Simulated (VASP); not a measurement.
Band structure of Ga (alpha). All values below come from revPBE GGA, VASP's PBE PAW potentials (set 64) (plane waves; VASP 6.6.1).

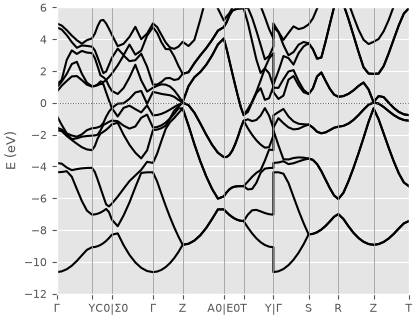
Figure. Bands along high-symmetry lines, zero at the valence-band maximum or, without a gap, the Fermi level

Question: Read the plot: is there a gap, and where are the band edges?

Answer: It has no gap at this level: it comes out as a metal or semimetal. (Edges off the drawn lines would not show.)

The compound is Ga in the alpha structure. It was relaxed first, which changed the volume by +7 %.
